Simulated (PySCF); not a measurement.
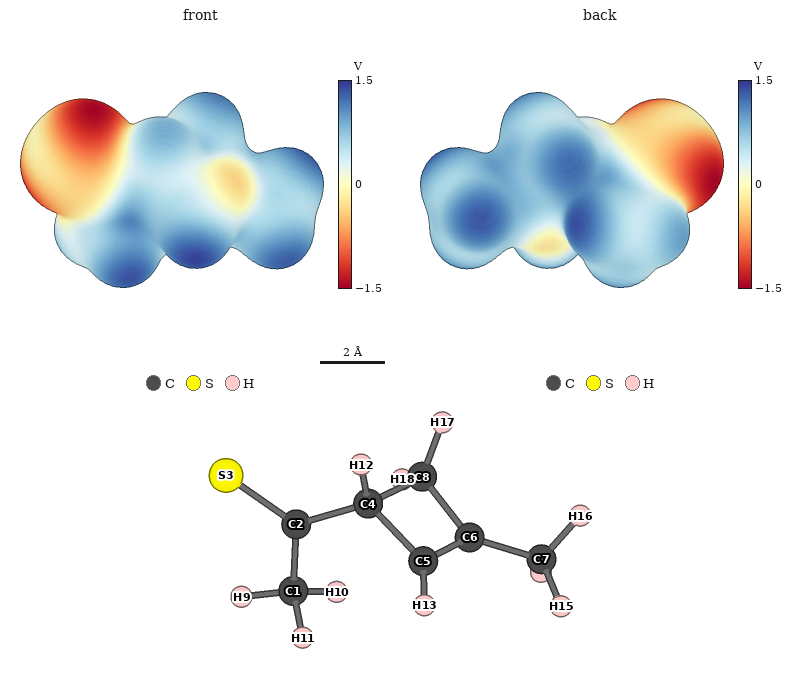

Figure 1: C$_{7}$H$_{10}$S. The electrostatic potential painted on the density surface at 0.004 e/bohr³, seen from the front and from behind; the colour scale runs from red (negative) to blue (positive). The bare structure is drawn below in the same view.

Geometry: PBE0-D3(BJ)/def2-SVP.

Method: CAM-B3LYP/def2-SVPD, SCF density, gas phase (PySCF 2.14.0).

Input file:

```
{"job": {"kind": "uv", "xc": "CAM-B3LYP", "basis": "def2-SVPD", "dynamic": true, "nstates": 6, "ntriplets": 0}, "charge": 0, "multiplicity": 1}
C     -2.103353    -0.710620    -0.726427
C     -1.921182     0.621999    -0.071946
S     -3.089146     1.757192    -0.064300
C     -0.583194     0.878209     0.561304
C      0.227994    -0.292185     1.080984
C      1.241546    -0.122989     0.214216
C      2.540459    -0.790928    -0.033648
C      0.595149     1.060474    -0.466026
H     -3.029645    -0.742482    -1.311785
H     -1.238824    -0.956880    -1.365835
H     -2.137521    -1.496946     0.046909
H     -0.671252     1.732967     1.248945
H      0.045962    -1.001180     1.893842
H      2.593740    -1.177706    -1.065162
H      2.702164    -1.628878     0.659300
H      3.375672    -0.079841     0.079884
H      1.116685     2.026971    -0.372109
H      0.314928     0.917336    -1.523405
```

Command:

```sh
OMP_NUM_THREADS=1 python probes_run.py task.json out
```

Question: Which sites attract a positive test charge, and which a negative one?

Answer: A positive charge is drawn to the negative regions and a negative charge to the positive ones. The most negative region (about −1.4 V) lies over S3, the most positive (about +1.4 V) over the H atoms.
